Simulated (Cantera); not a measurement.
Feed: 1 mol MgCO3, 4.5 mol H2, 0.046 mol H2O, held at 570 Torr.

Equilibrium computed with Cantera from the NASA thermochemical tables; the gas is ideal and each condensed phase is pure. Candidate condensed phases: C, C6H6, C7H8, C8H18, H2O, Mg, MgCO3, MgO, Mg(OH)2; 116 gas species. Kinetics and transport are ignored.

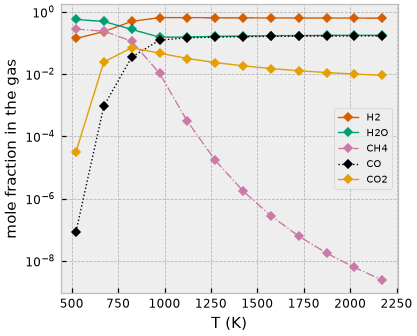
*Equilibrium gas composition (values under 1e-9 drawn at 1e-9)*

Question: Read off the mole fractions at 1273 K.

Answer: H2 about 0.65, H2O about 0.16, CO about 0.16, CO2 about 0.024, CH4 about 1.7e-5.
